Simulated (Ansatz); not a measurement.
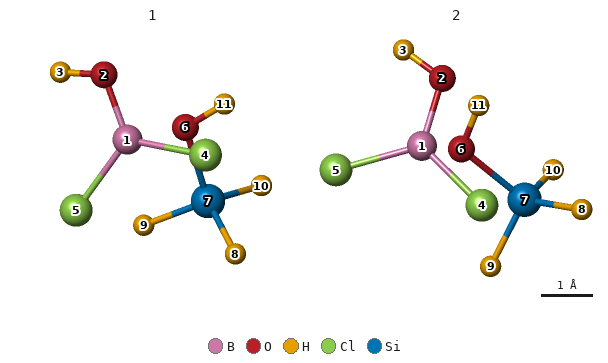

Two geometries of BSiH$_{5}$O$_{2}$Cl$_{2}$, drawn at one scale. One is the start of a relaxation, the other its converged end. Style: ball-and-stick. Shown from a free direction.

Level of theory: RKS PBE-D4/cc-pVDZ in Ansatz 0.2.0. Settings: no spin polarisation; force threshold 0.03 eV/Å; at most 50 steps.

Which geometry has the lower energy?

Structure 1 is the relaxed one. The run prepares an end point of a later path (reaction) calculation, from a guessed geometry. The largest moves after the best rigid fit, 1.21 Å, are those of Cl5, H8 and H9. Largest moves by element: H 1.21 Å, Cl 1.21 Å, O 0.72 Å, Si 0.25 Å, B 0.23 Å. Some distances before and after: B1–O2 1.390 → 1.357 Å, B1–Cl5 1.777 → 1.791 Å, O6–H11 0.992 → 0.978 Å, B1–Cl4 1.769 → 1.782 Å. The energy falls by 5.57 kJ/mol in 29 accepted moves (34 points after the start). The largest force component goes from 0.62 to 0.02 eV/Å. The line search rejected the trial steps at points 1, 13, 17, 24, 32 of the run. The forces were under the threshold at step 18, but the run went on from there.

Limits of the set-up: the start holds two separate molecules, 2.2 Å apart at their closest, whose relative position is a soft coordinate.
